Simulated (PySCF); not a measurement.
SMILES [CH]1CCCO1, doublet at its CAM-B3LYP/def2-SVP optimised geometry (Å):

```
12

C      0.9662    -0.1407     0.0000
C      0.0606    -1.1647     0.6178
C     -1.0680    -0.2868     1.1862
C     -0.9878     0.9503     0.2955
O      0.3939     1.0955     0.0000
H      2.0566    -0.1407     0.0000
H      0.5587    -1.7715     1.3911
H     -0.3317    -1.8759    -0.1334
H     -2.0566    -0.7654     1.1616
H     -0.8474    -0.0115     2.2287
H     -1.5527     0.8050    -0.6438
H     -1.3378     1.8759     0.7726
```

Computed with unrestricted CAM-B3LYP/def2-TZVP (PySCF). Cells within 0.4 Å of a nucleus heavier than hydrogen are left out (blank, or x).

Map of the HOMO amplitude (α) (bohr^(-3/2)) on the plane z = 0.0 Å; orbital energy -5.97 eV, overall sign arbitrary:

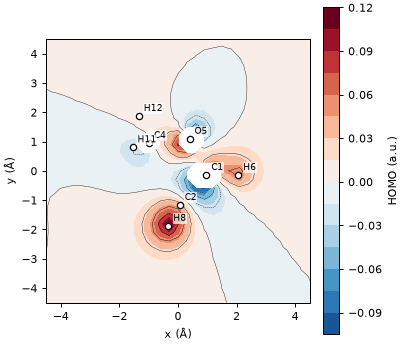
Fig. 1. HOMO amplitude (α) (bohr^(-3/2)) on the plane z = 0.0 Å.
